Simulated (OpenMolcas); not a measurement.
# Co²⁺: multiconfigurational calculation

Co²⁺, among 6 point charges of −2.2 e at 2.32 Å, octahedron (Oh), whose field is part of the energies. Computed at this level: state-averaged CASSCF, active space 7 electrons in the shell 3d, basis ANO-RCC-VDZP, DKH2 scalar Hamiltonian, spin-orbit coupling by RASSI with atomic mean-field integrals (OpenMolcas).

**Summary**

- outcome: converged
- energy of the lowest spin-free term: −1397.03937 hartree
- energy of the lowest spin-orbit level: −1397.04276 hartree
- largest spread among components of a term: 0.0 cm⁻¹
- hardware: 1 thread of Intel Xeon (Sapphire Rapids), 10 GiB of memory available, shared host
- wall time: 11 s

**Notes**

Without dynamic correlation the splittings between terms come out too large, often by 20 to 50 %. Limits: point charges lack covalency, field too small at true ligand charges; small active space favours high spin, ground spin may be wrong.

**Input**
```
&GATEWAY
Coord
1

Co 0.0 0.0 0.0
Basis=ANO-RCC-VDZP
Group=XYZ
NoMove
AngMom=0.0 0.0 0.0
AMFI
XField
3 Angstrom 0
2.320000 0.000000 0.000000 -2.200000
0.000000 2.320000 0.000000 -2.200000
0.000000 0.000000 2.320000 -2.200000
&SEWARD
&RASSCF
FileOrb=start.orb
Symmetry=1
Spin=4
nActEl=7 0 0
Inactive=3 6
Ras2=5 0
CIRoot=10 10 1
SDav=10
CIMx=300
Iter=120 100
PrWF=0.3
OrbListing=Nothing
MaxOrb=0
>>> COPY $Project.JobIph JOB001
&RASSCF
FileOrb=start.orb
Symmetry=1
Spin=2
nActEl=7 0 0
Inactive=3 6
Ras2=5 0
CIRoot=40 40 1
SDav=40
CIMx=300
Iter=120 100
PrWF=0.3
OrbListing=Nothing
MaxOrb=0
>>> COPY $Project.JobIph JOB002
&RASSI
NrOfJobIphs=2 10 40
1 2 3 4 5 6 7 8 9 10
1 2 3 4 5 6 7 8 9 10 11 12 13 14 15 16 17 18 19 20 21 22 23 24 25 26 27
28 29 30 31 32 33 34 35 36 37 38 39 40
IphNames
JOB001
JOB002
EJob
SpinOrbit
DIPRint=1.0
SOCoupling=1000.0
Subsets=2
Property=9
'ANGMOM' 1 'ANGMOM' 2 'ANGMOM' 3 'MLTPL  1' 1 'MLTPL  1' 2 'MLTPL  1' 3
'AMFI' 1 'AMFI' 2 'AMFI' 3
SOProperty=3
'ANGMOM' 1 'ANGMOM' 2 'ANGMOM' 3
```

The file start.orb holds starting orbitals from an earlier step. A driver script formed the levels outside the program, from RASSI's spin-orbit matrix and the active-space energies, averaged over the components of each term or state.

Launched with:
```bash
OMP_NUM_THREADS=1 MOLCAS_MEM=1689 MOLCAS_PROJECT=a pymolcas a.inp > a.log  # once for each step of the input, in one work folder
```

**Log (extracts)**
```
--- SEWARD ---
Basis set label: CO.ANO-RCC...5S4P2D1F.

      Electronic valence basis set:
      ------------------
      Associated Effective Charge  27.000000 au
      Associated Actual Charge     27.000000 au
      Nuclear Model: Point charge

      Shell  nPrim  nBasis  Cartesian Spherical Contaminant
         s      21       5        X
         p      15       4        X
         d      10       2                 X
         f       6       1                 X
                  Relativistic Douglas-Kroll-Hess integrals:
                    - DKH order of Hamiltonian: 2
                    - DKH order of Properties : 0
                  Atomic mean-field integrals
--- RASSCF ---
Wave function specifications:
      -----------------------------

      Number of closed shell electrons          18
      Number of electrons in active shells       7
      Max number of holes in RAS1 space          0
      Max nr of electrons in RAS3 space          0
      Number of inactive orbitals                9
      Number of active orbitals                  5
      Number of secondary orbitals              20
      Spin quantum number                      1.5
      State symmetry                             1
Orbital specifications:
      -----------------------

      Symmetry species                           1   2
                                                ag  au
      Frozen orbitals                            0   0
      Inactive orbitals                          3   6
      Active orbitals                            5   0
      RAS1 orbitals                              0   0
      RAS2 orbitals                              5   0
      RAS3 orbitals                              0   0
      Secondary orbitals                         7  13
      Deleted orbitals                           0   0
      Number of basis functions                 15  19
      Number of CSFs                            10
      Number of root(s) required                10
      Iter CI   SX   CI       RASSCF       Energy    max ROT     max BLB   max BLB  Level Ln srch  Step   QN
          iter iter root      energy       change     param      element    value   shift minimum  type update
 Nr of preliminary CI iterations:   1
      Total energies have been shifted. Add                -1000.00 au
        1   1    5    0  -396.94645619    0.00E+00  -7.33E-02    6  13 1  2.48E-01*  0.57   0.00    SX    NO
        2   1    5    0  -396.99280830   -4.64E-02* -2.59E-02    6  12 2  1.67E-01*  0.79   0.00    SX    NO
        3   1    5    0  -397.00326215   -1.05E-02*  1.37E-02    6  12 2 -5.02E-02*  0.69   0.00    SX    NO
        4   1    5    0  -397.00501289   -1.75E-03*  5.71E-03    6  12 2  2.93E-02*  0.73   0.00    SX    NO
        5   1    5    0  -397.00540199   -3.89E-04* -1.92E-03    6  12 2 -1.18E-02*  0.71   0.70    QN   YES
        6   1    4    0  -397.00550014   -9.82E-05* -3.38E-04    8  15 1  1.10E-03*  0.72   1.02    QN   YES
        7   1    4    0  -397.00550145   -1.31E-06* -2.52E-04    8  15 1  4.05E-04*  0.72   1.75    LS   YES
        8   1    4    0  -397.00550174   -2.93E-07* -4.89E-05    7  14 1 -1.88E-04*  0.72   1.00    QN   YES
        9   1    3    0  -397.00550178   -3.59E-08*  8.43E-06    4  11 1 -2.28E-05   0.72   1.11    QN   YES
       10   1    3    0  -397.00550178   -1.07E-09   1.26E-06    6  12 2 -1.05E-05   0.72   1.21    QN   YES
      Convergence after 10 iterations
       11   1    3    0  -397.00550178   -6.34E-11   1.26E-06    5  11 2 -1.02E-06   0.72   1.21    QN   YES
      Natural orbitals and occupation numbers for root  1
      sym 1:   1.019924   1.980076   1.019924   1.980076   1.000000
      Natural orbitals and occupation numbers for root  2
      sym 1:   1.978627   1.021373   1.021373   1.978627   1.000000
      Natural orbitals and occupation numbers for root  3
      sym 1:   1.000000   1.018841   1.981159   1.018841   1.981159
::    RASSCF root number  1 Total energy:  -1397.03937257
::    RASSCF root number  2 Total energy:  -1397.03937257
::    RASSCF root number  3 Total energy:  -1397.03937257
::    RASSCF root number  4 Total energy:  -1397.02807136
::    RASSCF root number  5 Total energy:  -1397.02807136
::    RASSCF root number  6 Total energy:  -1397.02807136
::    RASSCF root number  7 Total energy:  -1397.01411550
::    RASSCF root number  8 Total energy:  -1396.94619017
::    RASSCF root number  9 Total energy:  -1396.94619017
::    RASSCF root number 10 Total energy:  -1396.94619017
--- RASSCF ---
Wave function specifications:
      -----------------------------

      Number of closed shell electrons          18
      Number of electrons in active shells       7
      Max number of holes in RAS1 space          0
      Max nr of electrons in RAS3 space          0
      Number of inactive orbitals                9
      Number of active orbitals                  5
      Number of secondary orbitals              20
      Spin quantum number                      0.5
      State symmetry                             1
Orbital specifications:
      -----------------------

      Symmetry species                           1   2
                                                ag  au
      Frozen orbitals                            0   0
      Inactive orbitals                          3   6
      Active orbitals                            5   0
      RAS1 orbitals                              0   0
      RAS2 orbitals                              5   0
      RAS3 orbitals                              0   0
      Secondary orbitals                         7  13
      Deleted orbitals                           0   0
      Number of basis functions                 15  19
      Number of CSFs                            40
      Number of root(s) required                40
      Iter CI   SX   CI       RASSCF       Energy    max ROT     max BLB   max BLB  Level Ln srch  Step   QN
          iter iter root      energy       change     param      element    value   shift minimum  type update
 Nr of preliminary CI iterations:   1
      Total energies have been shifted. Add                -1000.00 au
        1   1    3    0  -396.88398804    0.00E+00  -3.62E-03    8  15 1 -1.21E-02*  0.71   0.00    SX    NO
        2   1    5    0  -396.88429413   -3.06E-04* -9.81E-04    4  10 2 -1.25E-02*  0.70   0.00    SX    NO
        3   1    4    0  -396.88433913   -4.50E-05*  6.42E-04    4  10 2  2.22E-03*  0.70   0.00    SX    NO
        4   1    4    0  -396.88434714   -8.01E-06*  2.21E-04    4  10 2 -2.11E-03*  0.70   0.00    SX    NO
        5   1    4    0  -396.88434871   -1.57E-06*  8.64E-05    4  10 2  6.70E-04*  0.70   0.70    QN   YES
        6   1    3    0  -396.88434913   -4.15E-07*  7.55E-06    4  10 2 -4.93E-05   0.70   1.02    QN   YES
        7   1    3    0  -396.88434913   -3.73E-09   2.59E-06    4  10 2 -1.83E-05   0.70   1.35    QN   YES
      Convergence after  7 iterations
        8   1    3    0  -396.88434913   -3.04E-10   2.59E-06    4   7 2  3.47E-07   0.70   1.35    QN   YES
      Natural orbitals and occupation numbers for root  1
      sym 1:   1.743750   1.808799   0.501152   1.811214   1.135085
      Natural orbitals and occupation numbers for root  2
      sym 1:   1.832092   1.767043   1.135085   1.764628   0.501152
      Natural orbitals and occupation numbers for root  3
      sym 1:   1.515850   1.584147   1.144286   1.496466   1.259251
::    RASSCF root number  1 Total energy:  -1396.95399205
::    RASSCF root number  2 Total energy:  -1396.95399205
::    RASSCF root number  3 Total energy:  -1396.94903102
::    RASSCF root number  4 Total energy:  -1396.94903102
::    RASSCF root number  5 Total energy:  -1396.94903102
::    RASSCF root number  6 Total energy:  -1396.94880795
::    RASSCF root number  7 Total energy:  -1396.94880795
::    RASSCF root number  8 Total energy:  -1396.94880795
::    RASSCF root number  9 Total energy:  -1396.94464632
::    RASSCF root number 10 Total energy:  -1396.92293467
::    RASSCF root number 11 Total energy:  -1396.92293467
::    RASSCF root number 12 Total energy:  -1396.92293467
::    RASSCF root number 13 Total energy:  -1396.92038820
::    RASSCF root number 14 Total energy:  -1396.92038820
::    RASSCF root number 15 Total energy:  -1396.92038820
::    RASSCF root number 16 Total energy:  -1396.91840911
::    RASSCF root number 17 Total energy:  -1396.91840911
::    RASSCF root number 18 Total energy:  -1396.91840911
::    RASSCF root number 19 Total energy:  -1396.91648421
::    RASSCF root number 20 Total energy:  -1396.91648421
::    RASSCF root number 21 Total energy:  -1396.90917790
::    RASSCF root number 22 Total energy:  -1396.90917790
::    RASSCF root number 23 Total energy:  -1396.90917790
::    RASSCF root number 24 Total energy:  -1396.90726546
::    RASSCF root number 25 Total energy:  -1396.90726546
::    RASSCF root number 26 Total energy:  -1396.90478054
::    RASSCF root number 27 Total energy:  -1396.90478054
::    RASSCF root number 28 Total energy:  -1396.90478054
::    RASSCF root number 29 Total energy:  -1396.83492079
::    RASSCF root number 30 Total energy:  -1396.83492079
--- RASSI ---
SPIN-FREE ENERGIES:
  (Shifted by EMIN (a.u.) =      -1397.0393725675)

 SF State       Relative EMIN(au)   Rel lowest level(eV)    D:o, cm**(-1)      L_eff

     1             0.0000000000        0.0000000000              0.0000         3.0
     2             0.0000000000        0.0000000000              0.0000         3.0
     3             0.0000000000        0.0000000000              0.0000         3.0
     4             0.0113012110        0.3075216183           2480.3291         3.0
     5             0.0113012110        0.3075216183           2480.3291         3.0
     6             0.0113012110        0.3075216183           2480.3291         3.0
     7             0.0252570630        0.6872796973           5543.2846         3.0
    11             0.0853805207        2.3233223266          18738.8583         4.0
    12             0.0853805207        2.3233223266          18738.8583         4.0
    13             0.0903415470        2.4583187306          19827.6777         4.0
    14             0.0903415470        2.4583187306          19827.6777         4.0
    15             0.0903415470        2.4583187306          19827.6777         4.0
    16             0.0905646171        2.4643887748          19876.6359         4.1
    17             0.0905646171        2.4643887748          19876.6359         4.1
    18             0.0905646171        2.4643887748          19876.6359         4.1
    10             0.0931824018        2.5356223261          20451.1733         1.0
     8             0.0931824018        2.5356223261          20451.1733         1.0
     9             0.0931824018        2.5356223261          20451.1733         1.0
    19             0.0947262462        2.5776324738          20790.0080         4.0
    20             0.1164378947        3.1684365262          25555.1640         2.8
    21             0.1164378947        3.1684365262          25555.1640         2.8
    22             0.1164378947        3.1684365262          25555.1640         2.8
    23             0.1189843679        3.2377295932          26114.0503         4.9
    24             0.1189843679        3.2377295932          26114.0503         4.9
    25             0.1189843679        3.2377295932          26114.0503         4.9
    26             0.1209634605        3.2915834456          26548.4109         4.7
    27             0.1209634605        3.2915834456          26548.4109         4.7
    28             0.1209634605        3.2915834456          26548.4109         4.7
    29             0.1228883539        3.3439624622          26970.8762         4.9
    30             0.1228883539        3.3439624622          26970.8762         4.9
    31             0.1301946631        3.5427772644          28574.4257         4.1
    32             0.1301946631        3.5427772644          28574.4257         4.1
    33             0.1301946631        3.5427772644          28574.4257         4.1
    34             0.1321071086        3.5948175591          28994.1590         2.2
    35             0.1321071086        3.5948175591          28994.1590         2.2
    36             0.1345920279        3.6624356563          29539.5357         2.6
    37             0.1345920279        3.6624356563          29539.5357         2.6
    38             0.1345920279        3.6624356563          29539.5357         2.6
    39             0.2044517810        5.5634163808          44871.9793         3.0
    40             0.2044517810        5.5634163808          44871.9793         3.0
Eigenvalues of complex Hamiltonian:
   -----------------------------------
  (Shifted by EMIN (a.u.) =      -1397.0393725675)

 SO State       Relative EMIN(au)   Rel lowest level(eV)    D:o, cm**(-1)     J-value

     1            -0.0033889578        0.0000000000              0.0000         3.5
     2            -0.0033889578        0.0000000000              0.0000         3.5
     3            -0.0019025606        0.0404469267            326.2265         3.0
     4            -0.0019025606        0.0404469267            326.2265         3.1
     5            -0.0019025606        0.0404469267            326.2265         3.5
     6            -0.0019025606        0.0404469267            326.2265         3.5
     7             0.0006267595        0.1092732330            881.3481         3.0
     8             0.0006267595        0.1092732330            881.3481         2.7
     9             0.0006267595        0.1092732330            881.3481         2.7
    10             0.0006267595        0.1092732330            881.3481         3.0
    11             0.0016000024        0.1357565217           1094.9502         2.4
    12             0.0016000024        0.1357565217           1094.9502         2.4
    13             0.0107560022        0.3849039685           3104.4599         2.9
    14             0.0107560022        0.3849039685           3104.4599         2.9
    15             0.0111188231        0.3947768281           3184.0899         2.9
    16             0.0111188231        0.3947768281           3184.0899         2.9
    17             0.0111188231        0.3947768281           3184.0899         2.7
    18             0.0111188231        0.3947768281           3184.0899         2.7
    19             0.0117871461        0.4129628227           3330.7698         2.4
    20             0.0117871461        0.4129628227           3330.7698         2.4
    21             0.0117871461        0.4129628227           3330.7698         2.3
    22             0.0117871461        0.4129628227           3330.7698         2.3
    23             0.0124228754        0.4302618991           3470.2963         2.4
    24             0.0124228754        0.4302618991           3470.2963         2.4
    25             0.0258562748        0.7958033201           6418.5866         2.4
    26             0.0258562748        0.7958033201           6418.5866         2.4
    27             0.0258562748        0.7958033201           6418.5866         2.4
    28             0.0258562748        0.7958033201           6418.5866         2.4
    29             0.0845145459        2.3919761911          19292.5891         3.1
    30             0.0845145459        2.3919761911          19292.5891         3.1
    31             0.0845145459        2.3919761911          19292.5891         3.7
    32             0.0845145459        2.3919761911          19292.5891         3.7
    33             0.0884014575        2.4977444423          20145.6675         3.1
    34             0.0884014575        2.4977444423          20145.6675         3.1
    35             0.0884014575        2.4977444423          20145.6675         4.1
    36             0.0884014575        2.4977444424          20145.6675         4.1
    37             0.0911392551        2.5722437110          20746.5447         3.5
    38             0.0911392551        2.5722437110          20746.5447         3.5
    39             0.0913495482        2.5779660770          20792.6987         3.1
    40             0.0913495482        2.5779660771          20792.6987         2.8
    41             0.0913495482        2.5779660770          20792.6987         3.1
Weights of the five most important spin-orbit-free states for each spin-orbit state.

 SO State  Total energy (au)           Spin-free states, spin, and weights
 -------------------------------------------------------------------------------------------------------
    1        -0.003389       2 1.5  0.3293    1 1.5  0.3293    3 1.5  0.3293    6 1.5  0.0035    4 1.5  0.0035
    2        -0.003389       1 1.5  0.3293    2 1.5  0.3293    3 1.5  0.3293    6 1.5  0.0035    5 1.5  0.0035
    3        -0.001903       3 1.5  0.5721    2 1.5  0.2419    1 1.5  0.1404    5 1.5  0.0162    6 1.5  0.0149
    4        -0.001903       3 1.5  0.4431    2 1.5  0.4255    1 1.5  0.0858    5 1.5  0.0173    4 1.5  0.0136
    5        -0.001903       1 1.5  0.5126    2 1.5  0.2575    3 1.5  0.1843    6 1.5  0.0162    4 1.5  0.0160
    6        -0.001903       1 1.5  0.5338    2 1.5  0.3476    3 1.5  0.0730    4 1.5  0.0162    6 1.5  0.0145
    7         0.000627       3 1.5  0.3584    2 1.5  0.2758    1 1.5  0.2734    4 1.5  0.0430    6 1.5  0.0254
    8         0.000627       1 1.5  0.3319    2 1.5  0.3290    3 1.5  0.2467    5 1.5  0.0388    6 1.5  0.0359
    9         0.000627       2 1.5  0.3417    1 1.5  0.3256    3 1.5  0.2403    6 1.5  0.0385    5 1.5  0.0346
   10         0.000627       3 1.5  0.3646    1 1.5  0.2793    2 1.5  0.2636    4 1.5  0.0449    5 1.5  0.0250
   11         0.001600       2 1.5  0.3277    1 1.5  0.3277    3 1.5  0.3277    4 1.5  0.0055    6 1.5  0.0055
   12         0.001600       2 1.5  0.3277    1 1.5  0.3277    3 1.5  0.3277    5 1.5  0.0055    4 1.5  0.0055
```

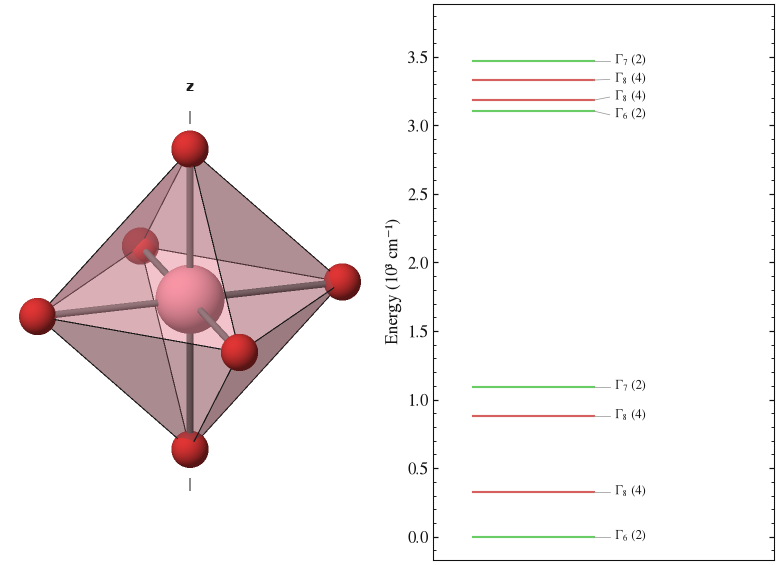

Fig. 1: Co²⁺ (3d⁷) among 6 point charges of −2.2 e at 2.32 Å, arranged as: octahedron (Oh), with its levels. Labels give the representation in O, Td, D4 or D3 as the site allows (double group for half-integer spin) where it could be assigned and, in brackets, the degeneracy; spin-free states, where drawn, share the zero of the spin-orbit levels. The ground level is Γ₆, a Kramers doublet, 100 % from states of spin multiplicity 4. Its principal g values are 4.72, 4.72 and 4.72, isotropic. The next level lies at 326 cm⁻¹ (Γ₈).
